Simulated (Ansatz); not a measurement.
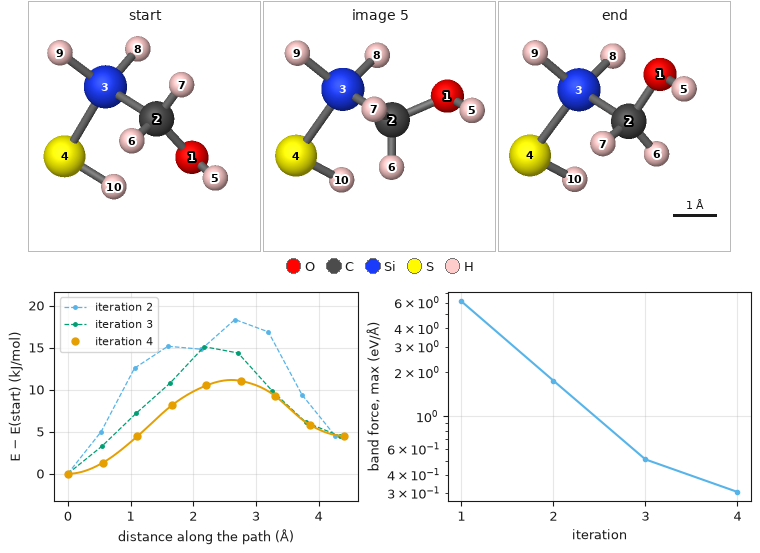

A nudged-elastic-band calculation for CH6OSSi. Images are numbered from 0 (start) to 8 (end). The plot follows the band through its iterations. A ball-and-stick model, seen from a free direction.

Computed with Ansatz, RKS PBE-D4/6-31G*. Run with 7 movable images; climbing image; force threshold 0.5 eV/Å; iteration limit 60; starting path through a guess of the saddle point.

How did the profile develop, and is the result final?

Answer. The run is converged, with reservations. The band converged in 4 iterations. The largest component of the band force went from 6.1 to 0.31 eV/Å. The climbing image converged on the top of the path. Its curvatures weren't checked. The force threshold is loose. The first iteration put the highest image at 87.8 kJ/mol. The highest point, image 5, lies 11.0 kJ/mol above the start and 6.6 kJ/mol above the end; the end is at +4.5 kJ/mol relative to the start.

Cost: 91 s on 1 thread of Arm Neoverse V2 (shared host), peak memory 0.12 GiB.
